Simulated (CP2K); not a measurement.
# C2H5B (SMILES BC=C): GFN2-xTB

What is the vertical electron affinity of C2H5B at GFN2-xTB? 

The results are computed with CP2K 2026.2.

3 further runs of the same task are left out: 1 that didn't finish, 2 set aside as unsound or not needed.

**1. The structure to begin with**

C2H5B has 8 atoms, charge 0, and is taken as a singlet. SMILES: `BC=C`. The coordinates come from a PBE0-D4/def2-TZVP relaxation.

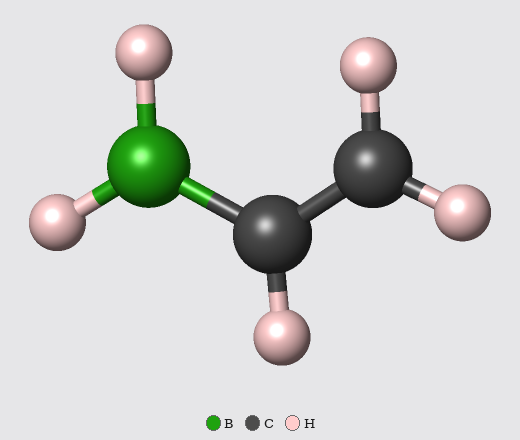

The structure, seen from a chosen angle (boron green, carbon dark grey, hydrogen pink).

**2. The energy at GFN2-xTB**

molecule.pdb reads:

```
HETATM    1 B    MOL A   1      -0.619   0.876  -0.694  1.00  0.00           B
HETATM    2 C    MOL A   1       0.322   0.274   0.358  1.00  0.00           C
HETATM    3 C    MOL A   1       0.460  -1.054   0.466  1.00  0.00           C
HETATM    4 H    MOL A   1      -1.226   0.136  -1.415  1.00  0.00           H
HETATM    5 H    MOL A   1      -0.763   2.058  -0.813  1.00  0.00           H
HETATM    6 H    MOL A   1       0.897   0.900   1.037  1.00  0.00           H
HETATM    7 H    MOL A   1      -0.093  -1.722  -0.189  1.00  0.00           H
HETATM    8 H    MOL A   1       1.114  -1.524   1.196  1.00  0.00           H
END
```

calc.inp reads:

```
&GLOBAL
    PROJECT calc
    RUN_TYPE ENERGY
    PRINT_LEVEL MEDIUM
&END

&FORCE_EVAL
    METHOD QS
    &DFT
        CHARGE 0
        MULTIPLICITY 1
        &QS
            METHOD XTB
            EPS_DEFAULT 1.0E-10
            &XTB
                GFN_TYPE TBLITE
                &TBLITE
                    METHOD GFN2
                &END
                CHECK_ATOMIC_CHARGES F
            &END
        &END
        &POISSON
            PERIODIC NONE
            POISSON_SOLVER ANALYTIC
        &END
        ! SCF settings
        &SCF
            SCF_GUESS ATOMIC
            EPS_SCF 1.0E-06
            MAX_SCF 150
            ADDED_MOS 4
            &DIAGONALIZATION
                ALGORITHM STANDARD
            &END
            &MIXING
                METHOD DIRECT_P_MIXING
                ALPHA 0.4
            &END
            &SMEAR ON
                METHOD FERMI_DIRAC
                ELECTRONIC_TEMPERATURE [K] 300
            &END
        &END
        &PRINT
            &MOMENTS
                PERIODIC F
                REFERENCE COM
                MAX_MOMENT 1
            &END
            &MO ON
                ENERGIES T
                OCCUPATION_NUMBERS T
                NDIGITS 6
                &EACH
                    QS_SCF 0
                &END
                ADD_LAST NUMERIC
            &END
            &HIRSHFELD OFF
            &END
        &END
    &END
    &SUBSYS
        &CELL
            ABC [angstrom] 10.3 11.8 10.6
            PERIODIC NONE
        &END
        &TOPOLOGY
            COORD_FILE_NAME molecule.pdb
            COORD_FILE_FORMAT PDB
            CONN_FILE_FORMAT OFF
            &CENTER_COORDINATES
            &END
        &END
    &END
&END
```

Run with:

```console
$ OMP_NUM_THREADS=1 cp2k.psmp -i calc.inp > calc.out 2>&1
```

Standard output:

```text
CP2K| version string:                                       CP2K version 2026.2
[...]
 GLOBAL| Method name                                                        CP2K
[...]
 GLOBAL| Run type                                                         ENERGY
[...]
                             - Atoms:                                          8
[...]
                             - Spherical basis functions:                     17
[...]
 Number of electrons:                                                         16
[...]
  *** SCF run converged in    15 steps ***
[...]
  Fermi energy:                                                -0.31503075119916
[...]
 TB_DIPOLE| Moment [Debye]          0.29102154      -0.44232636       0.31563454
 TB_DIPOLE| Derivative [a.u.]       0.00000000       0.00000000       0.00000000
[...]
 ENERGY| Total FORCE_EVAL ( QS ) energy [hartree]             -8.005057277034966
[...]
```

It took 0.22 s on 1 thread of Arm Neoverse V2, shared host.

**3. The doublet anion at the same level**

molecule.pdb is that of step 2.

gas.inp reads:

```
&GLOBAL
   PROJECT gas
   RUN_TYPE ENERGY
   PRINT_LEVEL MEDIUM
&END GLOBAL

&FORCE_EVAL
   METHOD QS
   &DFT
      CHARGE -1
      MULTIPLICITY 2
      SPIN_POLARIZED T
      &QS
         METHOD XTB
         EPS_DEFAULT 1.0E-10
         &XTB
            GFN_TYPE TBLITE
            &TBLITE
               METHOD GFN2
            &END TBLITE
            CHECK_ATOMIC_CHARGES F
         &END XTB
      &END QS
      &POISSON
         PERIODIC NONE
         POISSON_SOLVER ANALYTIC
      &END POISSON
      &SCF
         SCF_GUESS ATOMIC
         EPS_SCF 1.0E-06
         MAX_SCF 150
         ADDED_MOS 4
         &DIAGONALIZATION
            ALGORITHM STANDARD
         &END DIAGONALIZATION
         &MIXING
            METHOD DIRECT_P_MIXING
            ALPHA 0.4
         &END MIXING
         &SMEAR ON
            METHOD FERMI_DIRAC
            ELECTRONIC_TEMPERATURE [K] 300
            FIXED_MAGNETIC_MOMENT 1.0
         &END SMEAR
      &END SCF
      &PRINT
         &MOMENTS
            PERIODIC F
            REFERENCE COM
            MAX_MOMENT 1
         &END MOMENTS
         &MO ON
            ENERGIES T
            OCCUPATION_NUMBERS T
            NDIGITS 6
            &EACH
               QS_SCF 0
            &END EACH
            ADD_LAST NUMERIC
         &END MO
         &HIRSHFELD OFF
         &END HIRSHFELD
      &END PRINT
   &END DFT
   &SUBSYS
      &CELL
         ABC 10.3 11.8 10.6
         PERIODIC NONE
      &END CELL
      &TOPOLOGY
         COORD_FILE_NAME molecule.pdb
         COORD_FILE_FORMAT PDB
         CONN_FILE_FORMAT OFF
         &CENTER_COORDINATES
         &END CENTER_COORDINATES
      &END TOPOLOGY
   &END SUBSYS
&END FORCE_EVAL
```

Run with:

```console
$ OMP_NUM_THREADS=1 cp2k.psmp gas.inp > gas.out
```

Standard output:

```text
CP2K| version string:                                       CP2K version 2026.2
[...]
 GLOBAL| Method name                                                        CP2K
[...]
 GLOBAL| Run type                                                         ENERGY
[...]
                             - Atoms:                                          8
[...]
                             - Spherical basis functions:                     17
[...]
 Number of electrons:                                                          9
[...]
  *** SCF run converged in    15 steps ***
[...]
  Fermi energy:                                                 0.02808920662622
[...]
 TB_DIPOLE| Moment [Debye]          0.93218830      -0.79756678       1.03312124
 TB_DIPOLE| Derivative [a.u.]       0.00000000       0.00000000       0.00000000
[...]
 ENERGY| Total FORCE_EVAL ( QS ) energy [hartree]             -8.149816065420614
[...]
```

Wall time 0.24 s (1 thread of Arm Neoverse V2, shared host).

**4. Outcome**

At GFN2-xTB:

| quantity | value |
| --- | --- |
| singlet C2H5B: total energy | -8.00506 Eh |
| singlet C2H5B: dipole moment (from atomic charges alone) | 0.62 D |
| singlet C2H5B: HOMO energy | -11.18 eV |
| singlet C2H5B: LUMO energy | -7.68 eV |
| singlet C2H5B: HOMO–LUMO gap | 3.50 eV |
| singlet C2H5B: dispersion energy | -7.52 kJ/mol |
| doublet anion: total energy | -8.14982 Eh |
| doublet anion: HOMO energy (highest over α and β) | -0.23 eV |
| doublet anion: LUMO energy (lowest over α and β) | 0.32 eV |
| doublet anion: dispersion energy | -12.40 kJ/mol |
| vertical electron affinity (to the doublet anion) | 3.939 eV |

In words: At fixed nuclei the extra electron is bound by 3.94 eV (380 kJ/mol). A minimal valence basis can't be trusted even for the sign of an electron affinity. No empirical shift is applied, and without it xTB methods put this difference several eV too high. The dipole (singlet C2H5B) comes from point charges on the atoms alone, without atomic dipoles, so it is partial.
